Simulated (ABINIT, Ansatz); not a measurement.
# CsPbCl3 (Pm-3m): G0W0 on several meshes in ABINIT

How does the mesh move the gap of CsPbCl3 (Pm-3m)?

Method: PBEsol and many-body steps on it, plane waves, in ABINIT 10.8.3.

## (1) Starting point

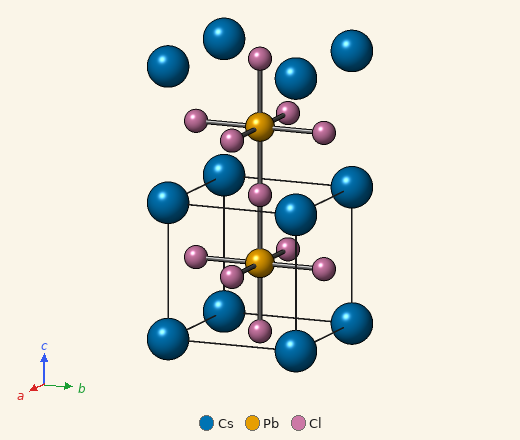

The cell as given, slightly off an axis (caesium blue, lead orange, chlorine pink). 1×1×2 cells are drawn. Some periodic images of atoms are drawn too.

As a file:

```cif
data_structure
_symmetry_space_group_name_H-M 'Pm-3m'
_symmetry_Int_Tables_number 221
_cell_length_a 5.6050
_cell_length_b 5.6050
_cell_length_c 5.6050
_cell_angle_alpha 90.000
_cell_angle_beta 90.000
_cell_angle_gamma 90.000
_cell_volume 176.09
loop_
_atom_site_label
_atom_site_type_symbol
_atom_site_symmetry_multiplicity
_atom_site_Wyckoff_symbol
_atom_site_fract_x
_atom_site_fract_y
_atom_site_fract_z
_atom_site_occupancy
Cs1 Cs 1 a 0.00000 0.00000 0.00000 1
Pb1 Pb 1 b 0.50000 0.50000 0.50000 1
Cl1 Cl 3 c 0.50000 0.50000 0.00000 1
```

The cell and positions come from the Crystallography Open Database and are kept as given unless a step says otherwise. Spin-orbit coupling is left out unless a step names it.

## (2) Empty states on the mesh, 2×2×2 mesh, 338 bands

This step: ABINIT 10.8.3; DFT, PBEsol, plane waves, norm-conserving pseudopotentials.

The sums over transitions need many empty states on a uniform mesh; this step solves for them.

File run.abi:

```
acell 3*1.0 Angstrom
rprim 
  5.605000000000 0.000000000000 0.000000000000
  0.000000000000 5.605000000000 0.000000000000
  0.000000000000 0.000000000000 5.605000000000
ntypat 3
znucl 55 82 17
natom 5
typat 1 2 3 3 3
xred 
  0.000000000000 0.000000000000 0.000000000000
  0.500000000000 0.500000000000 0.500000000000
  0.500000000000 0.500000000000 0.000000000000
  0.000000000000 0.500000000000 0.500000000000
  0.500000000000 0.000000000000 0.500000000000
pp_dirpath "pseudos"
pseudos "Cs.upf, Pb.upf, Cl.upf"
ecut 25
ngkpt 2 2 2
nshiftk 1
shiftk 0 0 0
kptopt 1
chksymbreak 0
iscf -2
irdden 1
istwfk *1
nband 338
nbdbuf 30
tolwfr 1e-09
nstep 60
prtvol 0
indata_prefix "in"
outdata_prefix "out"
tmpdata_prefix "tmp"
```

The run is started by

```
$ OMP_NUM_THREADS=1 mpirun -n 4 abinit run.abi > log
```

Numbers of over 12 decimals in the logs are rounded to 6 here.

Output:

```text
.Version 10.8.3 of ABINIT. v10.8.2 released Aug 2026.

 Symmetries : space group Pm -3 m (#221); Bravais cP (primitive cubic)
[... echo of the input left out ...]
== DATASET  1 ==================================================================
-   mpi_nproc: 4, omp_nthreads: 1 (-1 if OMP is not activated)

--- !DatasetInfo
iteration_state: {dtset: 1, }
dimensions: {natom: 5, nkpt: 4, mband: 338, nsppol: 1, nspinor: 1, nspden: 1, mpw: 7123, }
cutoff_energies: {ecut:  25.0, pawecutdg:  -1.0, }
[...]
2.89693    2.89693    2.89694    2.90081    2.90082    2.90667    2.90667    2.90668
   2.92332    2.92333    2.92338    2.93203    2.95026    2.95136    2.96689    2.96799
   2.96913    2.97080
 prteigrs : prtvol=0 or 1, do not print more k-points.

== END DATASET(S) ==============================================================
================================================================================

 -outvars: echo values of variables after computation  --------
            nband         338
             nkpt           4
          spgroup         221
 [... the other variables as echoed above ...]

 Calculation completed.
```

Run time: 2.5 min. Hardware: 4 MPI ranks of Arm Neoverse V2, shared host; peak memory 0.47 GiB; 10 min of CPU time.

This step gave:

```
gap                                                           : 1.802 eV
k of the valence top                                          : 0.5, 0.5, 0.5
k of the conduction bottom                                    : 0.5, 0.5, 0.5
least direct gap                                              : 1.802 eV
k points computed                                             : 4
lowest point of the top converged band, above the valence top : 73.3605 eV
```

On this mesh the gap is 1.802 eV.

The density comes from a self-consistent run that is not shown.

## (3) Screening, 2×2×2 mesh, 138 bands, screening to 114.3 eV

The RPA dielectric matrix is built and inverted for each q.

This step: RPA screening on PBEsol, plane waves, norm-conserving pseudopotentials.

Changes to run.abi since step 2:

```diff
@@ -23,10 +23,11 @@
 chksymbreak 0
-iscf -2
-irdden 1
 istwfk *1
-nband 338
-nbdbuf 30
-tolwfr 1e-09
-nstep 60
-prtvol 0
+occopt 1
+irdwfk 1
+optdriver 3
+nband 138
+ecuteps 4.2
+inclvkb 2
+awtr 1
+symchi 1
 indata_prefix "in"
```

Output:

```text
.Version 10.8.3 of ABINIT. v10.8.2 released Aug 2026.

 Symmetries : space group Pm -3 m (#221); Bravais cP (primitive cubic)
[... echo of the input left out ...]
== DATASET  1 ==================================================================
-   mpi_nproc: 4, omp_nthreads: 1 (-1 if OMP is not activated)

--- !DatasetInfo
iteration_state: {dtset: 1, }
dimensions: {natom: 5, nkpt: 4, mband: 138, nsppol: 1, nspinor: 1, nspden: 1, mpw: 7123, }
cutoff_energies: {ecut:  25.0, pawecutdg:  -1.0, }
electrons: {nelect:   4.40000000E+01, charge:   0.00000000E+00, occopt:   1.00000000E+00, tsmear:   1.00000000E-02, }

 SCREENING: Calculation of the susceptibility and dielectric matrices

 Based on a program developped by R.W. Godby, V. Olevano, G. Onida, and L. Reining.
 Incorporated in ABINIT by V. Olevano, G.-M. Rignanese, and M. Torrent.
.Using double precision arithmetic ; gwpc =  8

[... cell and pseudopotentials left out ...]
--------------------------------------------------------------------------------

 ==== K-mesh for the wavefunctions ====
 Number of points in the irreducible wedge :     4
[... list of points left out ...]
 Together with 48 symmetry operations and time-reversal symmetry
 yields     8 points in the full Brillouin Zone.

 ==== Q-mesh for the screening function ====
 Number of points in the irreducible wedge :     4
[... list of points left out ...]
 Together with 48 symmetry operations and time-reversal symmetry
 yields     8 points in the full Brillouin Zone.

 setmesh: FFT mesh size selected  =    36x   36x   36
          total number of points  =        46656

 vcoul_init : cutoff-mode = AUXILIARY_FUNCTION
 q-points for optical limit:   1
     1)      0.000010    0.000020    0.000030

- screening: taking advantage of time-reversal symmetry
- Maximum band index for partially occupied states nbvw = 22
- Remaining bands to be divided among processors   nbcw = 116
- Number of bands treated by each node ~29

 Number of electrons calculated from density =   44.0000; Expected =   44.0000
 average of density, n =  0.037028
 r_s =    1.8612
 omega_plasma =   18.5618 [eV]

 calculating chi0 at frequencies [eV] :
  1    0.000000E+00    0.000000E+00
  2    0.000000E+00    1.856181E+01

--------------------------------------------------------------------------------
  q-point number  1        q = ( 0.000000, 0.000000, 0.000000) [r.l.u.]
--------------------------------------------------------------------------------
[... chi0 elements left out ...]
 For q-point:  0.000010 0.000020 0.000030
  dielectric constant =   7.9609
  dielectric constant without local fields =   9.1656

  Average fulfillment of the sum rule on Im[epsilon] for q-point    1 :     64.67  [%]
[... wings left out ...]
  q-point number  2        q = ( 0.500000, 0.000000, 0.000000) [r.l.u.]
--------------------------------------------------------------------------------
[... chi0 elements left out ...]
  Average fulfillment of the sum rule on Im[epsilon] for q-point    2 :     73.53  [%]

 [... 2 further q-points ...]
```

It took 32 s on 4 MPI ranks; peak memory 1.3 GiB.

Numbers from this step:

```yaml
eps_infinity_with_local_fields_on_this_mesh_along_the_program_s_q_direction: 7.961
the_same_without_local_fields: 9.166
plasma_frequency: 18.56 eV
plane_waves_in_the_screening_matrix: 461
```

Local fields lower ε∞ by 13 %. On a Γ-centred mesh this coarse the value itself is usually too large, while a short band sum pulls it down.

## (4) 2×2×2

The self-energy is evaluated for the states that the input lists, and the levels follow from it, in one-shot runs by the linearised quasiparticle equation.

This step: G0W0 on PBEsol, plane waves, norm-conserving pseudopotentials.

Changes to run.abi since step 3:

```diff
@@ -26,8 +26,17 @@
 irdwfk 1
-optdriver 3
+optdriver 4
 nband 138
+gwcalctyp 0
+ecutsigx 25
+symsigma 1
+nkptgw 2
+kptgw 
+  0.5000000000 0.5000000000 0.5000000000
+  0.0000000000 0.0000000000 0.0000000000
+bdgw 
+  19 25
+  20 25
 ecuteps 4.2
-inclvkb 2
-awtr 1
-symchi 1
+irdscr 1
+ppmodel 1
 indata_prefix "in"
```

Output:

```text
.Version 10.8.3 of ABINIT. v10.8.2 released Aug 2026.

 Symmetries : space group Pm -3 m (#221); Bravais cP (primitive cubic)
[... echo of the input left out ...]
== DATASET  1 ==================================================================
-   mpi_nproc: 4, omp_nthreads: 1 (-1 if OMP is not activated)

--- !DatasetInfo
iteration_state: {dtset: 1, }
dimensions: {natom: 5, nkpt: 4, mband: 138, nsppol: 1, nspinor: 1, nspden: 1, mpw: 7123, }
cutoff_energies: {ecut:  25.0, pawecutdg:  -1.0, }
electrons: {nelect:   4.40000000E+01, charge:   0.00000000E+00, occopt:   1.00000000E+00, tsmear:   1.00000000E-02, }

 SIGMA: Calculation of the GW corrections

 Based on a program developped by R.W. Godby, V. Olevano, G. Onida, and L. Reining.
 Incorporated in ABINIT by V. Olevano, G.-M. Rignanese, and M. Torrent.
.Using double precision arithmetic ; gwpc =  8

[... cell and pseudopotentials left out ...]
--------------------------------------------------------------------------------

 ==== K-mesh for the wavefunctions ====
 Number of points in the irreducible wedge :     4
[... list of points left out ...]
 Together with 48 symmetry operations and time-reversal symmetry
 yields     8 points in the full Brillouin Zone.

 ==== Q-mesh for screening function ====
 Number of points in the irreducible wedge :     4
[... list of points left out ...]
 Together with 48 symmetry operations and time-reversal symmetry
 yields     8 points in the full Brillouin Zone.

 vcoul_init : cutoff-mode = AUXILIARY_FUNCTION
 q-points for optical limit:   1
     1)      0.000010    0.000020    0.000030
 setmesh: FFT mesh size selected  =    48x   48x   48
          total number of points  =       110592

 Number of electrons calculated from density =   44.0000; Expected =   44.0000
 average of density, n =  0.037028
 r_s =    1.8612
 omega_plasma =   18.5618 [eV]

 === KS Band Gaps ===
  >>>> For spin  1
   Minimum direct gap =   1.8021 [eV], located at k-point      :   0.5000  0.5000  0.5000
   Fundamental gap    =   1.8021 [eV], Top of valence bands at :   0.5000  0.5000  0.5000
                                       Bottom of conduction at :   0.5000  0.5000  0.5000
 SIGMA fundamental parameters:
 PLASMON POLE MODEL  1
 number of plane-waves for SigmaX                 7123
 number of plane-waves for SigmaC and W            461
 number of plane-waves for wavefunctions          7123
 number of bands                                   138
 number of independent spin polarizations            1
 number of spinorial components                      1
 number of k-points in IBZ                           4
 number of q-points in IBZ                           4
 number of symmetry operations                      48
 number of k-points in BZ                            8
 number of q-points in BZ                            8
 number of frequencies for dSigma/dE                 9
 frequency step for dSigma/dE [eV]                0.25
 number of omega for Sigma on real axis              0
 max omega for Sigma on real axis  [eV]           0.00
 zcut for avoiding poles [eV]                     0.10

 EPSILON^-1 parameters (SCR file):
 dimension of the eps^-1 matrix on file            461
 dimension of the eps^-1 matrix used               461
 number of plane-waves for wavefunctions          7123
 number of bands                                   138
 number of q-points in IBZ                           4
 number of frequencies                               2
 number of real frequencies                          1
 number of imag frequencies                          1

 matrix elements of self-energy operator (all in [eV])

 Perturbative Calculation

--- !SelfEnergy_ee
iteration_state: {dtset: 1, }
kpoint     : [   0.500,    0.500,    0.500, ]
spin       : 1
KS_gap     :    1.802
QP_gap     :    3.085
Delta_QP_KS:    1.283
data: !SigmaeeData |
     Band     E0 <VxcDFT>   SigX SigC(E0)      Z dSigC/dE  Sig(E)    E-E0       E
       19  -0.224 -14.108 -18.448   3.181   0.769  -0.300 -14.999  -0.891  -1.116
       20  -0.224 -14.108 -18.448   3.181   0.769  -0.300 -14.999  -0.891  -1.116
       21  -0.224 -14.108 -18.448   3.181   0.769  -0.300 -14.999  -0.891  -1.116
       22   1.960 -15.273 -17.816   1.843   0.790  -0.266 -15.826  -0.553   1.407
       23   3.762 -10.070  -6.524  -2.654   0.818  -0.223  -9.340   0.730   4.492
       24   3.762 -10.070  -6.524  -2.654   0.818  -0.223  -9.340   0.730   4.492
[...]
--- !SelfEnergy_ee
iteration_state: {dtset: 1, }
kpoint     : [   0.000,    0.000,    0.000, ]
spin       : 1
KS_gap     :    5.730
QP_gap     :    7.102
Delta_QP_KS:    1.372
data: !SigmaeeData |
     Band     E0 <VxcDFT>   SigX SigC(E0)      Z dSigC/dE  Sig(E)    E-E0       E
[...]
23   5.181  -6.534  -2.709  -3.240   0.840  -0.191  -6.043   0.491   5.672
       24   6.178  -6.728  -2.853  -3.118   0.840  -0.190  -6.092   0.636   6.813
       25   6.178  -6.728  -2.853  -3.118   0.840  -0.190  -6.092   0.636   6.813

== END DATASET(S) ==============================================================
================================================================================

 -outvars: echo values of variables after computation  --------
           etotal      0.0000000000E+00
            nband         138
             nkpt           4
          spgroup         221
 [... the other variables as echoed above ...]

 Calculation completed.
```

It took 19 s on 4 MPI ranks; peak memory 1.2 GiB; 77 s of CPU time.

This step gave:

```yaml
g0w0_gap_on_the_points_computed: 3.085 eV
starting_gap_on_the_mesh: 1.802 eV
k_of_the_valence_top: 0.5, 0.5, 0.5
k_of_the_conduction_bottom: 0.5, 0.5, 0.5
z_at_the_valence_top: 0.79
z_at_the_conduction_bottom: 0.818
least_direct_g0w0_gap_on_the_computed_points: 3.085 eV
```

The gap on the mesh goes from 1.80 eV to 3.08 eV, a correction of +1.28 eV.

## (5) Empty states on the mesh, 4×4×4 mesh, 150 bands

This step: DFT, PBEsol, plane waves, norm-conserving pseudopotentials.

Changes to run.abi since step 4:

```diff
@@ -18,3 +18,3 @@
 ecut 25
-ngkpt 2 2 2
+ngkpt 4 4 4
 nshiftk 1
@@ -23,20 +23,10 @@
 chksymbreak 0
+iscf -2
+irdden 1
 istwfk *1
-occopt 1
-irdwfk 1
-optdriver 4
-nband 138
-gwcalctyp 0
-ecutsigx 25
-symsigma 1
-nkptgw 2
-kptgw 
-  0.5000000000 0.5000000000 0.5000000000
-  0.0000000000 0.0000000000 0.0000000000
-bdgw 
-  19 25
-  20 25
-ecuteps 4.2
-irdscr 1
-ppmodel 1
+nband 150
+nbdbuf 12
+tolwfr 1e-09
+nstep 60
+prtvol 0
 indata_prefix "in"
```

Output:

```text
.Version 10.8.3 of ABINIT. v10.8.2 released Aug 2026.

 Symmetries : space group Pm -3 m (#221); Bravais cP (primitive cubic)
[... echo of the input left out ...]
== DATASET  1 ==================================================================
-   mpi_nproc: 4, omp_nthreads: 1 (-1 if OMP is not activated)

--- !DatasetInfo
iteration_state: {dtset: 1, }
dimensions: {natom: 5, nkpt: 10, mband: 150, nsppol: 1, nspinor: 1, nspden: 1, mpw: 7128, }
cutoff_energies: {ecut:  25.0, pawecutdg:  -1.0, }
[...]
1.39034    1.39034    1.45237    1.45237    1.46702    1.46702    1.46702    1.48548
   1.48548    1.50637    1.50637    1.53077    1.54257    1.54257    1.54257    1.55902
   1.55902    1.55904    1.57810    1.57812    1.57856    1.60897
 prteigrs : prtvol=0 or 1, do not print more k-points.

== END DATASET(S) ==============================================================
================================================================================

 -outvars: echo values of variables after computation  --------
            nband         150
             nkpt          10
          spgroup         221
 [... the other variables as echoed above ...]

 Calculation completed.
```

The job ended after 2.2 min (4 MPI ranks; peak memory 0.5 GiB).

This step gave:

```yaml
gap: 1.802 eV
k_of_the_valence_top: 0.5, 0.5, 0.5
k_of_the_conduction_bottom: 0.5, 0.5, 0.5
least_direct_gap: 1.802 eV
k_points_computed: 10
lowest_point_of_the_top_converged_band_above_the_valence_top: 37.42 eV
```

On this mesh the gap is 1.802 eV.

## (6) Screening, 4×4×4 mesh, 138 bands, screening to 114.3 eV

This step: RPA screening on PBEsol, plane waves, norm-conserving pseudopotentials.

Changes to run.abi since step 5:

```diff
@@ -23,10 +23,11 @@
 chksymbreak 0
-iscf -2
-irdden 1
 istwfk *1
-nband 150
-nbdbuf 12
-tolwfr 1e-09
-nstep 60
-prtvol 0
+occopt 1
+irdwfk 1
+optdriver 3
+nband 138
+ecuteps 4.2
+inclvkb 2
+awtr 1
+symchi 1
 indata_prefix "in"
```

Output:

```text
.Version 10.8.3 of ABINIT. v10.8.2 released Aug 2026.

 Symmetries : space group Pm -3 m (#221); Bravais cP (primitive cubic)
[... echo of the input left out ...]
== DATASET  1 ==================================================================
-   mpi_nproc: 4, omp_nthreads: 1 (-1 if OMP is not activated)

--- !DatasetInfo
iteration_state: {dtset: 1, }
dimensions: {natom: 5, nkpt: 10, mband: 138, nsppol: 1, nspinor: 1, nspden: 1, mpw: 7128, }
cutoff_energies: {ecut:  25.0, pawecutdg:  -1.0, }
electrons: {nelect:   4.40000000E+01, charge:   0.00000000E+00, occopt:   1.00000000E+00, tsmear:   1.00000000E-02, }

 SCREENING: Calculation of the susceptibility and dielectric matrices

 Based on a program developped by R.W. Godby, V. Olevano, G. Onida, and L. Reining.
 Incorporated in ABINIT by V. Olevano, G.-M. Rignanese, and M. Torrent.
.Using double precision arithmetic ; gwpc =  8

[... cell and pseudopotentials left out ...]
--------------------------------------------------------------------------------

 ==== K-mesh for the wavefunctions ====
 Number of points in the irreducible wedge :    10
[... list of points left out ...]
 Together with 48 symmetry operations and time-reversal symmetry
 yields    64 points in the full Brillouin Zone.

 ==== Q-mesh for the screening function ====
 Number of points in the irreducible wedge :    10
[... list of points left out ...]
 Together with 48 symmetry operations and time-reversal symmetry
 yields    64 points in the full Brillouin Zone.

 setmesh: FFT mesh size selected  =    36x   36x   36
          total number of points  =        46656

 vcoul_init : cutoff-mode = AUXILIARY_FUNCTION
 q-points for optical limit:   1
     1)      0.000010    0.000020    0.000030

- screening: taking advantage of time-reversal symmetry
- Maximum band index for partially occupied states nbvw = 22
- Remaining bands to be divided among processors   nbcw = 116
- Number of bands treated by each node ~29

 Number of electrons calculated from density =   44.0000; Expected =   44.0000
 average of density, n =  0.037028
 r_s =    1.8612
 omega_plasma =   18.5618 [eV]

 calculating chi0 at frequencies [eV] :
  1    0.000000E+00    0.000000E+00
  2    0.000000E+00    1.856181E+01

--------------------------------------------------------------------------------
  q-point number  1        q = ( 0.000000, 0.000000, 0.000000) [r.l.u.]
--------------------------------------------------------------------------------
[... chi0 elements left out ...]
 For q-point:  0.000010 0.000020 0.000030
  dielectric constant =   4.6023
  dielectric constant without local fields =   5.2925

  Average fulfillment of the sum rule on Im[epsilon] for q-point    1 :     65.10  [%]
[... wings left out ...]
  q-point number  2        q = ( 0.250000, 0.000000, 0.000000) [r.l.u.]
--------------------------------------------------------------------------------
[... chi0 elements left out ...]
  Average fulfillment of the sum rule on Im[epsilon] for q-point    2 :     81.16  [%]

 [... 8 further q-points ...]
```

The job ended after 3.8 min (4 MPI ranks; peak memory 2.3 GiB; 15 min of CPU time).

This step gave:

| Item | Value |
| --- | --- |
| ε∞ with local fields, on this mesh, along the program's q direction | 4.602 |
| the same without local fields | 5.293 |
| plasma frequency | 18.56 eV |
| plane waves in the screening matrix | 461 |

(Part 1 of 2 ends here.)

[Paths, hosts, dates, memory and timing lines, banners, echoed tables and standing remarks are left out of the program output.]

[Logs are printed without paths, hosts, clocks, repeated set-up lines and the standing remarks that a program may print on its own settings, such as how far it seeks lower states.]

[Runs of the session that timed out or met a known fault of the program may be left out.]

[Hosts, paths, dates, database ids (printed as entryN), source tags and the programs' standing remarks are cut or masked in the printed files.]

[G0W0 gaps are taken among the corrected bands and points alone; a level outside them can change the order at an edge.]

[Where Ansatz stands beside ABINIT at settings called matched, ABINIT's density can come from a denser mesh and the files from another edition; pairs whose starting gaps differed by over 0.03 eV were left out, so agreement reads better than it is.]
